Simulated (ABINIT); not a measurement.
# A GW chain in ABINIT: SnSe2 (P-3m1)

How does a plane-wave GW calculation on SnSe2 (P-3m1) run from the first input to the gap?

Program: ABINIT 10.8.3. Level of theory: PBE and many-body steps on it, plane waves. Results are calculated unless marked as measured.

**The experiments to reproduce.**

- Gap 1.21 ± 0.04 eV: quasiparticle gap from STS band edges on large flat area; scanning tunneling spectroscopy, log dI/dV edge fit; 77.6 K; bulk crystal (n-type SnSe2 region of partially converted crystal) (“Lateral heterostructures formed by thermally converting n-type SnSe2 to p-type SnSe”, 2018, arxiv:1804.01202).

- Gap 1 eV: indirect gap from optical absorption (approximate); optical absorption; bulk crystal (quoted in “Lateral heterostructures formed by thermally converting n-type SnSe2 to p-type SnSe”, 2018, arxiv:1804.01202).

- Gap 1.207 eV: direct band-edge excitonic transition; piezoreflectance; 300 K; bulk crystal (CVT-grown single crystal) (“Temperature Dependent Excitonic Transition Energy and Enhanced Electron-Phonon Coupling in Layered Ternary SnS2-xSex Semiconductors with Fully Tunable Stoichiometry”, 2021, pmc:8069899).

## (1) The structure

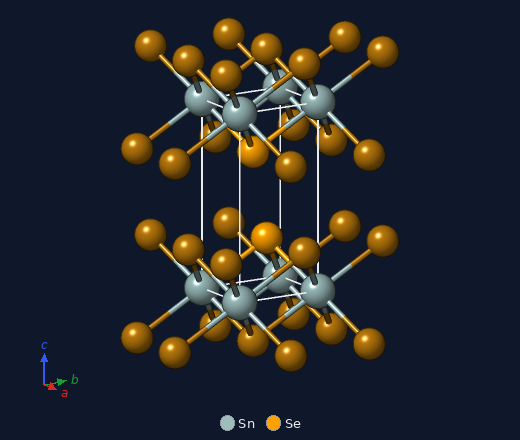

The cell as given, slightly off an axis (tin teal, selenium orange). Some periodic images of atoms are drawn too.

The cell and positions come from the Crystallography Open Database and are kept as given unless a step says otherwise.

## (2) Ground state

This step: ABINIT 10.8.3; DFT, PBE, plane waves, norm-conserving pseudopotentials.

The ground-state density comes first.

File run.abi:

```
acell 3*1.0 Angstrom
rprim 
  3.810999999987 0.000000000003 0.000000000000
  -1.905499999996 3.300422813810 0.000000000000
  0.000000000000 0.000000000000 6.136000000000
ntypat 2
znucl 50 34
natom 3
typat 1 2 2
xred 
  0.000000000000 0.000000000000 0.000000000000
  0.333333333333 0.666666666667 0.249000000000
  0.666666666667 0.333333333333 0.751000000000
pp_dirpath "pseudos"
pseudos "Sn.upf, Se.upf"
ecut 48
ngkpt 6 6 4
nshiftk 1
shiftk 0 0 0
kptopt 1
chksymbreak 0
nband 40
occopt 1
tolvrs 1e-08
nstep 60
prtwf 0
indata_prefix "in"
outdata_prefix "out"
tmpdata_prefix "tmp"
```

Run with:

```console
OMP_NUM_THREADS=1 mpirun -n 4 abinit run.abi > log
```

Numbers of over 12 decimals in the logs are rounded to 6 here.

Log:

```text
.Version 10.8.3 of ABINIT. v10.8.2 released Aug 2026.

 Symmetries : space group P-3 m 1 (#164); Bravais hP (primitive hexag.)
================================================================================
 Values of the parameters that define the memory need of the present run
     intxc =       0    ionmov =       0      iscf =       7    lmnmax =       6
     lnmax =       6     mgfft =      75  mpssoang =       3    mqgrid =    3617
     natom =       3  nloc_mem =       1    nspden =       1   nspinor =       1
    nsppol =       1      nsym =      12    n1xccc =    2501    ntypat =       2
    occopt =       1   xclevel =       2
-    mband =          40        mffmem =           1         mkmem =           6
       mpw =        8310          nfft =      172800          nkpt =          24
================================================================================
  Rough estimation (10% accuracy) of disk space for files :
================================================================================

--------------------------------------------------------------------------------
------------- Echo of variables that govern the present computation ------------
--------------------------------------------------------------------------------
 -outvars: echo values of preprocessed input variables --------
            acell      1.8897261259E+00  1.8897261259E+00  1.8897261259E+00 Bohr

      chksymbreak           0
             ecut      4.80000000E+01 Hartree
-          fftalg         312

              ixc     -101130
              kpt      0.00000000E+00  0.00000000E+00  0.00000000E+00
                       1.66666667E-01  0.00000000E+00  0.00000000E+00
                       3.33333333E-01  0.00000000E+00  0.00000000E+00
                       5.00000000E-01  0.00000000E+00  0.00000000E+00
                       1.66666667E-01  1.66666667E-01  0.00000000E+00
                       3.33333333E-01  1.66666667E-01  0.00000000E+00
                       3.33333333E-01  3.33333333E-01  0.00000000E+00
                       0.00000000E+00  0.00000000E+00  2.50000000E-01
                       1.66666667E-01  0.00000000E+00  2.50000000E-01
   [... 13 further rows ...]
                       3.33333333E-01  1.66666667E-01  5.00000000E-01
                       3.33333333E-01  3.33333333E-01  5.00000000E-01
         kptrlatt        6    0    0      0    6    0      0    0    4
          kptrlen      4.32104776E+01
P           mkmem           6
            natom           3
            nband          40
            ngfft          48      48      75
             nkpt          24
            nstep          60
             nsym          12
           ntypat           2
              occ      2.000000  2.000000  2.000000  2.000000  2.000000  2.000000
                       2.000000  2.000000  2.000000  2.000000  2.000000  2.000000
                       2.000000  2.000000  2.000000  2.000000  2.000000  2.000000
                       2.000000  2.000000  2.000000  2.000000  2.000000  2.000000
                       2.000000  2.000000  2.000000  2.000000  2.000000  2.000000
                       2.000000  2.000000  2.000000  2.000000  2.000000  0.000000
                       0.000000  0.000000  0.000000  0.000000
            prtwf           0
            rprim      3.8110000000E+00  3.0000000000E-12  0.0000000000E+00
[...]
spgroup         164

           tolvrs      1.00000000E-08

             xred      0.0000000000E+00  0.0000000000E+00  0.0000000000E+00
[...]
znucl       50.00000   34.00000

================================================================================

 chkinp: Checking input parameters for consistency.

================================================================================
== DATASET  1 ==================================================================
-   mpi_nproc: 4, omp_nthreads: 1 (-1 if OMP is not activated)

--- !DatasetInfo
iteration_state: {dtset: 1, }
dimensions: {natom: 3, nkpt: 24, mband: 40, nsppol: 1, nspinor: 1, nspden: 1, mpw: 8310, }
cutoff_energies: {ecut:  48.0, pawecutdg:  -1.0, }
electrons: {nelect:   7.00000000E+01, charge:   0.00000000E+00, occopt:   1.00000000E+00, tsmear:   1.00000000E-02, }

 Real(R)+Recip(G) space primitive vectors, cartesian coordinates (Bohr,Bohr^-1):
 R(1)=  7.2017463  0.0000000  0.0000000  G(1)=  0.1388552  0.0801681  0.0000000
 R(2)= -3.6008731  6.2368952  0.0000000  G(2)=  0.0000000  0.1603362  0.0000000
 R(3)=  0.0000000  0.0000000 11.5953595  G(3)=  0.0000000  0.0000000  0.0862414
 Unit cell volume ucvol=  5.2082339E+02 bohr^3
 Angles (23,13,12)=  9.00000000E+01  9.00000000E+01  1.20000000E+02 degrees

 getcut: wavevector=  0.0000  0.0000  0.0000  ngfft=  48  48  75
         ecut(hartree)=     48.000   => boxcut(ratio)=   2.04626

--- Pseudopotential description ------------------------------------------------
- Sn Generated using ONCVPSP code by D. R. Hamann
- 50.00000  22.00000  171031                  znucl, zion, pspdat
12 -101130 2 -1 1628                          pspcod,pspxc,lmax,lloc,mmax
     nproj     2     2     2
  pspatm : epsatm=   27.31087254
         --- l  ekb(1:nproj) -->
[...]
pspatm: atomic psp has been read  and splines computed

[...]
--- !BeginCycle
iteration_state: {dtset: 1, }
solver: {iscf: 7, nstep: 60, nline: 4, wfoptalg: 0, }
tolerances: {tolvrs: 1.00E-08, }

     iter   Etot(hartree)      deltaE(h)  residm     vres2
 ETOT  1  -894.16323327138    -8.942E+02 1.191E+00 2.258E+02
 ETOT  2  -898.11411757450    -3.951E+00 2.113E-02 1.369E+02
 ETOT  3  -898.12522907450    -1.111E-02 1.248E-02 3.899E+01
 ETOT  4  -898.12694945592    -1.720E-03 2.601E-02 1.056E+01
 ETOT  5  -898.12801655194    -1.067E-03 7.958E-04 6.610E-01
 ETOT  6  -898.12806439653    -4.784E-05 5.887E-05 1.458E-02
 ETOT  7  -898.12806559767    -1.201E-06 1.000E-04 4.229E-04
 ETOT  8  -898.12806563533    -3.766E-08 3.236E-05 7.305E-05
 ETOT  9  -898.12806564093    -5.602E-09 6.002E-05 1.368E-06
 ETOT 10  -898.12806564113    -1.908E-10 1.932E-05 4.205E-08
 ETOT 11  -898.12806564108     4.479E-11 3.580E-05 3.842E-09

 At SCF step   11       vres2   =  3.84E-09 < tolvrs=  1.00E-08 =>converged.

 Cartesian components of stress tensor (hartree/bohr^3)
  sigma(1 1)= -1.26730141E-04  sigma(3 2)=  0.00000000E+00
  sigma(2 2)= -1.26730141E-04  sigma(3 1)=  0.00000000E+00
  sigma(3 3)= -1.72331815E-04  sigma(2 1)=  0.00000000E+00

--- !ResultsGS
iteration_state: {dtset: 1, }
comment   : Summary of ground state results
lattice_vectors:
- [  7.2017463,   0.0000000,   0.0000000, ]
- [ -3.6008731,   6.2368952,   0.0000000, ]
- [  0.0000000,   0.0000000,  11.5953595, ]
lattice_lengths: [   7.20175,    7.20175,   11.59536, ]
lattice_angles: [ 90.000,  90.000, 120.000, ] # degrees, (23, 13, 12)
lattice_volume:   5.2082339E+02
convergence: {deltae:  4.479E-11, res2:  3.842E-09, residm:  3.580E-05, diffor: null, }
etotal    :  -8.98128066E+02
entropy   :   0.00000000E+00
fermie    :   2.07145495E-01
cartesian_stress_tensor: # hartree/bohr^3
- [ -1.26730141E-04,   0.00000000E+00,   0.00000000E+00, ]
- [  0.00000000E+00,  -1.26730141E-04,   0.00000000E+00, ]
- [  0.00000000E+00,   0.00000000E+00,  -1.72331815E-04, ]
pressure_GPa:   4.1757E+00
xred      :
- [  0.0000E+00,   0.0000E+00,   0.0000E+00, Sn]
- [  3.3333E-01,   6.6667E-01,   2.4900E-01, Se]
- [  6.6667E-01,   3.3333E-01,   7.5100E-01, Se]
cartesian_forces: # hartree/bohr
- [  1.48484686E-36,  -1.88625046E-24,  -5.78241159E-19, ]
- [ -5.19696401E-36,   6.60187662E-24,   1.54512306E-02, ]
- [  3.71211715E-36,  -4.71562616E-24,  -1.54512306E-02, ]
force_length_stats: {min:   5.78241159E-19, max:   1.54512306E-02, mean:   1.03008204E-02, }

 Integrated electronic density in atomic spheres:
 ------------------------------------------------
 Atom  Sphere_radius  Integrated_density
[...]
2        2.00000         21.25035261
    3        2.00000         21.25035261
================================================================================

 ----iterations are completed or convergence reached----

 Mean square residual over all n,k,spin=   44.019E-09; max=  35.801E-06
 reduced coordinates (array xred) for    3 atoms
       0.000000000000      0.000000000000      0.000000000000
       0.333333333333      0.666666666667      0.249000000000
       0.666666666667      0.333333333333      0.751000000000
 rms dE/dt=  8.4458E-02; max dE/dt=  1.7916E-01; dE/dt below (all hartree)
    1       0.000000000000      0.000000000000      0.000000000000
    2       0.000000000000     -0.000000000000     -0.179162573398
    3       0.000000000000      0.000000000000      0.179162573398

 cartesian coordinates (angstrom) at end:
    1      0.000000     0.000000     0.000000
    2     -1.67e-12     2.200282     1.527864
    3      1.905500     1.100141     4.608136

 cartesian forces (hartree/bohr) at end:
    1      0.000000    -0.000000    -0.000000
    2     -0.000000     0.000000     0.015451
    3      0.000000    -0.000000    -0.015451
 frms,max,avg= 7.2837799E-03 1.5451231E-02   0.000E+00  0.000E+00  0.000E+00 h/b

 cartesian forces (eV/Angstrom) at end:
    1      0.000000    -0.000000    -0.000000
    2     -0.000000     0.000000     0.794534
    3      0.000000    -0.000000    -0.794534
 frms,max,avg= 3.7454702E-01 7.9453422E-01   0.000E+00  0.000E+00  0.000E+00 e/A
 length scales=  1.889726125908  1.889726125908  1.889726125908 bohr
              =  1.000000000000  1.000000000000  1.000000000000 angstroms
 prteigrs : about to open file out_EIG
 Fermi (or HOMO) energy (hartree) =   0.20715   Average Vxc (hartree)=  -0.36803
 Eigenvalues (hartree) for nkpt=  24  k points:
 kpt#   1, nband= 40, wtk=  0.00694, kpt=  0.0000  0.0000  0.0000 (reduced coord)
  -7.40558   -7.40558   -5.18192   -5.18192   -5.18192   -5.18192   -5.18019   -5.18018
  -4.54362   -2.91858   -2.91858   -2.91848   -1.51382   -1.51382   -1.51381   -1.51381
  -1.51224   -1.51224   -1.51222   -1.51222   -1.51167   -1.51167   -0.57512   -0.57512
  -0.57379   -0.57323   -0.57323   -0.30713   -0.24185   -0.01565    0.18187    0.18187
   0.19291    0.19291    0.20715    0.24756    0.31615    0.37814    0.37814    0.50655
 prteigrs : prtvol=0 or 1, do not print more k-points.

--- !EnergyTerms
iteration_state     : {dtset: 1, }
comment             : Components of total free energy in Hartree
kinetic             :  3.69681863524365E+02
hartree             :  3.69199359582189E+02
xc                  : -8.47663695483911E+01
Ewald energy        : -3.93006523174324E+02
psp_core            :  1.04957867612685E+01
local_psp           : -9.90501337790154E+02
non_local_psp       : -1.79230844996033E+02
total_energy        : -8.98128065641081E+02
total_energy_eV     : -2.44393096925152E+04
band_energy         : -1.54133043762427E+02

 Cartesian components of stress tensor (hartree/bohr^3)
  sigma(1 1)= -1.26730141E-04  sigma(3 2)=  0.00000000E+00
  sigma(2 2)= -1.26730141E-04  sigma(3 1)=  0.00000000E+00
  sigma(3 3)= -1.72331815E-04  sigma(2 1)=  0.00000000E+00

-Cartesian components of stress tensor (GPa)         [Pressure=  4.1757E+00 GPa]
- sigma(1 1)= -3.72852946E+00  sigma(3 2)=  0.00000000E+00
- sigma(2 2)= -3.72852946E+00  sigma(3 1)=  0.00000000E+00
- sigma(3 3)= -5.07017706E+00  sigma(2 1)=  0.00000000E+00

== END DATASET(S) ==============================================================
================================================================================

 -outvars: echo values of variables after computation  --------
           etotal     -8.9812806564E+02
            nband          40
             nkpt          24
          spgroup         164
 [... the other variables as echoed above ...]

 Calculation completed.
```

Elapsed: 86 s, on 4 MPI ranks of Arm Neoverse V1, shared host; peak memory 0.56 GiB; 5.7 min of CPU time.

Numbers from this step:

```
total energy               : -24439.3097 eV
gap                        : 0.8191 eV
k of the valence top       : 0, 0, 0
k of the conduction bottom : 0.5, 0, 0.25
least direct gap           : 1.100 eV
pressure                   : 4.176 GPa
```

The gap is indirect, with the least direct gap 0.28 eV higher.

The cutoff was set for levels, not for stress, so the pressure can be off by some GPa.

## (3) Empty states on the mesh, 3×3×2 mesh, 114 bands

The sums over transitions need many empty states on a uniform mesh; this step solves for them.

run.abi: that of step 2 with these lines changed.

```diff
@@ -16,3 +16,3 @@
 ecut 48
-ngkpt 6 6 4
+ngkpt 3 3 2
 nshiftk 1
@@ -21,7 +21,10 @@
 chksymbreak 0
-nband 40
-occopt 1
-tolvrs 1e-08
+iscf -2
+irdden 1
+istwfk *1
+nband 114
+nbdbuf 10
+tolwfr 1e-09
 nstep 60
-prtwf 0
+prtvol 0
 indata_prefix "in"
```

Log:

```text
.Version 10.8.3 of ABINIT. v10.8.2 released Aug 2026.

 Symmetries : space group P-3 m 1 (#164); Bravais hP (primitive hexag.)
[... echo of the input left out ...]
== DATASET  1 ==================================================================
-   mpi_nproc: 4, omp_nthreads: 1 (-1 if OMP is not activated)

--- !DatasetInfo
iteration_state: {dtset: 1, }
dimensions: {natom: 3, nkpt: 6, mband: 114, nsppol: 1, nspinor: 1, nspden: 1, mpw: 8305, }
cutoff_energies: {ecut:  48.0, pawecutdg:  -1.0, }
electrons: {nelect:   7.00000000E+01, charge:   0.00000000E+00, occopt:   1.00000000E+00, tsmear:   1.00000000E-02, }

 Real(R)+Recip(G) space primitive vectors, cartesian coordinates (Bohr,Bohr^-1):
 R(1)=  7.2017463  0.0000000  0.0000000  G(1)=  0.1388552  0.0801681  0.0000000
 R(2)= -3.6008731  6.2368952  0.0000000  G(2)=  0.0000000  0.1603362  0.0000000
 R(3)=  0.0000000  0.0000000 11.5953595  G(3)=  0.0000000  0.0000000  0.0862414
 Unit cell volume ucvol=  5.2082339E+02 bohr^3
 Angles (23,13,12)=  9.00000000E+01  9.00000000E+01  1.20000000E+02 degrees

 getcut: wavevector=  0.0000  0.0000  0.0000  ngfft=  48  48  75
         ecut(hartree)=     48.000   => boxcut(ratio)=   2.04626

--- Pseudopotential description ------------------------------------------------
- Sn Generated using ONCVPSP code by D. R. Hamann
- 50.00000  22.00000  171031                  znucl, zion, pspdat
12 -101130 2 -1 1628                          pspcod,pspxc,lmax,lloc,mmax
     nproj     2     2     2
  pspatm : epsatm=   27.31087254
         --- l  ekb(1:nproj) -->
             0    9.701792   -0.671203
             1    4.046855   -0.266328
             2   -2.346641   -0.600143
 pspatm: atomic psp has been read  and splines computed

- Se Generated using ONCVPSP code by D. R. Hamann
- 34.00000  24.00000  171031                  znucl, zion, pspdat
12 -101130 2 -1 1214                          pspcod,pspxc,lmax,lloc,mmax
     nproj     2     2     2
  pspatm : epsatm=   25.39064422
         --- l  ekb(1:nproj) -->
[...]
pspatm: atomic psp has been read  and splines computed

--------------------------------------------------------------------------------

================================================================================
 prteigrs : about to open file out_EIG
 Non-SCF case, kpt    1 (  0.00000  0.00000  0.00000), residuals and eigenvalues=
  4.08E-10  3.37E-10  2.92E-10  2.83E-10  1.77E-10  2.45E-10  2.95E-10  2.53E-10
  2.48E-10  2.97E-10  7.39E-10  8.39E-10  2.95E-10  2.98E-10  3.11E-10  2.72E-10
  3.33E-10  2.02E-10  3.23E-10  2.37E-10  3.54E-10  4.17E-10  7.11E-10  7.74E-10
[...]
9.91E-05  1.79E-04
 -7.4056E+00 -7.4056E+00 -5.1819E+00 -5.1819E+00 -5.1819E+00 -5.1819E+00
 -5.1802E+00 -5.1802E+00 -4.5436E+00 -2.9186E+00 -2.9186E+00 -2.9185E+00
 -1.5138E+00 -1.5138E+00 -1.5138E+00 -1.5138E+00 -1.5122E+00 -1.5122E+00
[...]
1.8871E+00  1.9049E+00  1.9253E+00  1.9253E+00  1.9536E+00  1.9704E+00
  1.9704E+00  1.9720E+00  1.9812E+00  1.9812E+00  2.0774E+00  2.0813E+00
 prteigrs : prtvol=0 or 1, do not print more k-points.

--- !ResultsGS
iteration_state: {dtset: 1, }
comment   : Summary of ground state results
lattice_vectors:
- [  7.2017463,   0.0000000,   0.0000000, ]
- [ -3.6008731,   6.2368952,   0.0000000, ]
- [  0.0000000,   0.0000000,  11.5953595, ]
lattice_lengths: [   7.20175,    7.20175,   11.59536, ]
lattice_angles: [ 90.000,  90.000, 120.000, ] # degrees, (23, 13, 12)
lattice_volume:   5.2082339E+02
convergence: {deltae:  0.000E+00, res2:  0.000E+00, residm:  9.980E-10, diffor:  0.000E+00, }
etotal    :  -8.98128066E+02
entropy   :   0.00000000E+00
fermie    :   2.07145495E-01
cartesian_stress_tensor: null
pressure_GPa: null
xred      :
- [  0.0000E+00,   0.0000E+00,   0.0000E+00, Sn]
- [  3.3333E-01,   6.6667E-01,   2.4900E-01, Se]
- [  6.6667E-01,   3.3333E-01,   7.5100E-01, Se]
cartesian_forces: null
force_length_stats: {min: null, max: null, mean: null, }

 Integrated electronic density in atomic spheres:
 ------------------------------------------------
 Atom  Sphere_radius  Integrated_density
[...]
================================================================================

 ----iterations are completed or convergence reached----

 Mean square residual over all n,k,spin=   42.055E-11; max=  99.800E-11
 reduced coordinates (array xred) for    3 atoms
[...]
0.333333333333      0.666666666667      0.249000000000
       0.666666666667      0.333333333333      0.751000000000

 cartesian coordinates (angstrom) at end:
    1      0.000000     0.000000     0.000000
    2     -1.67e-12     2.200282     1.527864
    3      1.905500     1.100141     4.608136
 length scales=  1.889726125908  1.889726125908  1.889726125908 bohr
              =  1.000000000000  1.000000000000  1.000000000000 angstroms
 prteigrs : about to open file out_EIG
 Eigenvalues (hartree) for nkpt=   6  k points:
 kpt#   1, nband=114, wtk=  0.05556, kpt=  0.0000  0.0000  0.0000 (reduced coord)
[...]
1.83009    1.85935    1.85935    1.86893    1.87500    1.88711    1.88711    1.90494
   1.92528    1.92528    1.95363    1.97037    1.97037    1.97196    1.98119    1.98119
   2.07741    2.08130
 prteigrs : prtvol=0 or 1, do not print more k-points.

== END DATASET(S) ==============================================================
================================================================================

 -outvars: echo values of variables after computation  --------
            nband         114
             nkpt           6
          spgroup         164
 [... the other variables as echoed above ...]

 Calculation completed.
```

Wall time 51 s (4 MPI ranks); peak memory 0.41 GiB; 3.4 min of CPU time.

Numbers from this step:

```
gap                                                           : 1.100 eV
k of the valence top                                          : 0, 0, 0
k of the conduction bottom                                    : 0, 0, 0
least direct gap                                              : 1.100 eV
k points computed                                             : 6
lowest point of the top converged band, above the valence top : 46.20 eV
```

On this mesh the gap is 1.100 eV. The earlier step found 0.819 eV, so this mesh misses an edge.

(Part 1 of 2 ends here.)

[Paths, hosts, dates, memory and timing lines, banners, echoed tables and standing remarks are left out of the program output.]

[Logs are printed without paths, hosts, clocks, repeated set-up lines and the standing remarks that a program may print on its own settings, such as how far it seeks lower states.]

[Runs of the session that timed out or met a known fault of the program may be left out.]

[Hosts, paths, dates, database ids (printed as entryN), source tags and the programs' standing remarks are cut or masked in the printed files.]

[G0W0 gaps are taken among the corrected bands and points alone; a level outside them can change the order at an edge.]

[Where Ansatz stands beside ABINIT at settings called matched, ABINIT's density can come from a denser mesh and the files from another edition; pairs whose starting gaps differed by over 0.03 eV were left out, so agreement reads better than it is.]
